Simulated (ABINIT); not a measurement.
Converging the SCF threshold: CdSe (R3m, 2 atoms in the cell)

```xyz
2
Lattice="0.0000 3.0401 3.0401 3.0401 0.0000 3.0401 3.0401 3.0401 0.0000" Properties=species:S:1:pos:R:3 pbc="T T T"
Cd     0.0289     0.0289     0.0289
Se     1.5201     1.5201     1.5201
```

Level of theory: LDA (PW92), PAW (JTH v2.0 LDA PAW) (plane waves; ABINIT).

Base settings: pseudos = [Cd.LDA_PW-JTH.xml, Se.LDA_PW-JTH.xml]; ecut = 40 Ry; pawecutdg = 80 Ry; pawxcdev = 0; ixc = 7; occopt = 3; tsmear = 0.00036749 Ha; ngkpt = 4 4 4; nshiftk = 1; shiftk = 0 0 0.

In this ladder: tolvrs = default.

The mesh stays at the base's, so the ladder's end is converged at best in this setting alone.

Only quantities that move along the ladder and can be compared are tabulated.

The count of work is k-points × plane waves × bands × iterations; it is no time. 

The starting cell has typed, rounded lattice constants, without a prior relaxation at this level. Its lattice was rescaled by up to half a per cent. One atom was moved a little off its site on purpose.

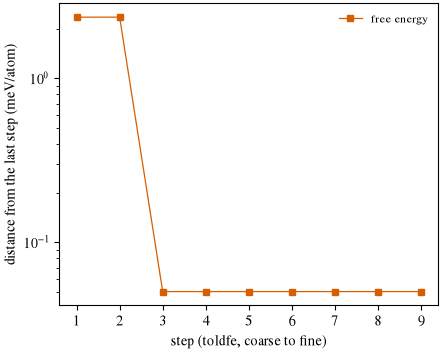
Distance from the last step along the ladder; very small values are drawn at a floor.

```tsv
toldfe	free energy less the last step's (meV/atom)	pressure (GPa)	largest difference of a force vector from the last step's (eV/Å)	gap on the mesh (eV)	count of work / last
0.0037 Ha	2.36	-3.36	0.029	0.302	0.071
0.00037 Ha	2.36	-3.36	0.029	0.302	0.071
3.7e-05 Ha	0.04	-1.68	0.004	0.287	0.12
3.7e-06 Ha	0.00	-1.67	0.003	0.287	0.16
3.7e-07 Ha	0.00	-1.66	0.001	0.287	0.20
3.7e-08 Ha	0.00	-1.66	0.000	0.287	0.23
3.7e-09 Ha	0.00	-1.66	0.000	0.287	0.27
3.7e-10 Ha	0.00	-1.66	0.000	0.287	0.32
3.7e-12 Ha	0.00	-1.66	0.000	0.287	0.41
3.7e-14 Ha	0.00	-1.66	0.000	0.287	1.0
```

Coarsest toldfe that holds the forces within 0.01 eV/Å of the last step, with all finer ones: 3.7e-05 Ha, at 0.12 of the last step's count of work; the step before is off by 0.029 eV/Å.

Coarsest toldfe that holds the free energy within 2 meV/atom of the last step, with all finer ones: 3.7e-05 Ha, at 0.12 of the last step's count of work; the step before is off by 2.4 meV/atom.

Coarsest toldfe that holds the gap on the mesh within 0.01 eV of the last step, with all finer ones: 3.7e-05 Ha, at 0.12 of the last step's count of work; the step before is off by 0.015 eV.

Two neighbours can agree and both be off: 0.0037 Ha and 0.00037 Ha differ by 0.00 meV/atom in the free energy, yet lie about 2.4 meV/atom from the last step.
